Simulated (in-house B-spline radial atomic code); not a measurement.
# Ce²⁺: density, ELF and screening along the radius

How do the shells of Ce²⁺ show in real space, and how much do the settings move them?

Method: several methods, spin-polarised, as named in each step; spherical all-electron atom at the radial basis limit. Code: in-house B-spline radial atomic code version 1.

### 1 The atom as given

- element: cerium (Z = 58)
- charge: +2
- electrons: 56
- configuration: [Xe] 4f2
- nucleus: point (non-relativistic runs) or finite (X2C runs)

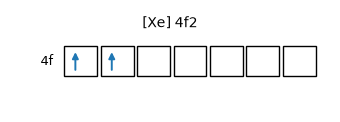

Occupation of the outer shells (arrows by Hund's rule).

Where spins are not typed, each open shell is filled with up spins first.

### 2 LDA (VWN5), non-rel.

Input settings:

```ini
Z = 58
electrons = 56.0
configuration = [Xe] 4f2
hamiltonian = nr
method = lda,vwn
spin_polarised = True
```

Started as:

```
$ python run_scf.py task.json out
```

task.json lists these runs, among others, and the program works through them in turn.

### 3 PBE, non-rel.

Input settings:

```ini
Z = 58
electrons = 56.0
configuration = [Xe] 4f2
hamiltonian = nr
method = pbe,pbe
spin_polarised = True
```

### 4 Hartree-Fock, non-rel.

Input settings:

```ini
Z = 58
electrons = 56.0
configuration = [Xe] 4f2
hamiltonian = nr
method = hf
spin_polarised = True
```

### 5 AM05, non-rel.

Input settings:

```ini
Z = 58
electrons = 56.0
configuration = [Xe] 4f2
hamiltonian = nr
method = am05
spin_polarised = True
```

### 6 r2SCAN, non-rel.

Input settings:

```ini
Z = 58
electrons = 56.0
configuration = [Xe] 4f2
hamiltonian = nr
method = r2scan
spin_polarised = True
```

Before running: How large is the system in each run, where do the shell borders lie, and what is the highest level?

The runs gave:

| run | total energy (hartree) | highest level (eV) | radius holding 50 / 90 / 99 % (bohr) | radius at n = 0.001 (bohr) | ELF minima on the full grid (bohr) |
| --- | --- | --- | --- | --- | --- |
| LDA (VWN5), non-rel. | -8562.9139 | -16.274 | 0.408 / 1.54 / 2.79 | 3.69 | 0.042, 0.15, 0.42, 1.2 |
| PBE, non-rel. | -8568.7783 | -15.986 | 0.408 / 1.54 / 2.79 | 3.69 | 0.042, 0.15, 0.42, 1.2 |
| Hartree-Fock, non-rel. | -8566.3964 | -24.143 | 0.408 / 1.54 / 2.80 | 3.69 | 0.043, 0.15, 0.43, 1.2 |
| AM05, non-rel. | -8563.0989 | -16.049 | 0.408 / 1.54 / 2.78 | 3.68 | 0.042, 0.15, 0.42, 1.2 |
| r2SCAN, non-rel. | -8569.3072 | -15.567 | 0.408 / 1.54 / 2.78 | 3.67 | 0.042, 0.15, 0.42, 1.2 |

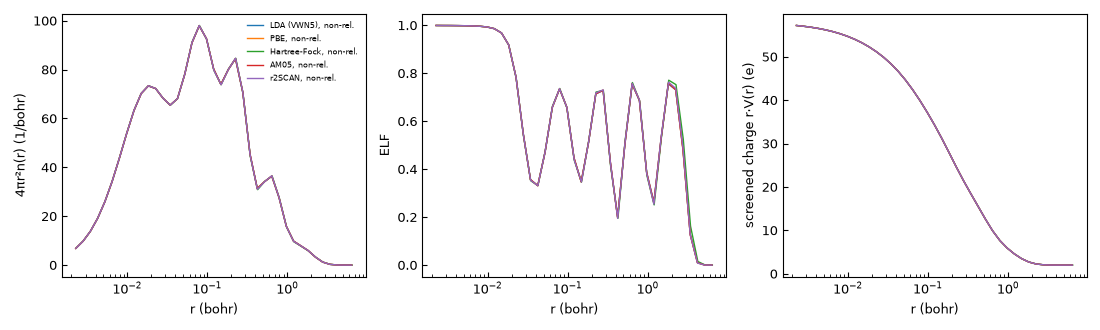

Radial density, ELF and screened nuclear charge of all runs.

What this shows: In the first run ELF has 4 minima on the grid, which mark the borders between shells. On the record's full grid the screened charge (r times the electrostatic potential) falls from 57.9 near the nucleus to 2.00 at 6.4 bohr; far out it tends to the net charge, 2. The grid is coarse (about 23 % a step), so the places of minima are rough.

Members of this set that are not shown: 3 used exact exchange with fractional occupations of an open shell, which is unsound here.
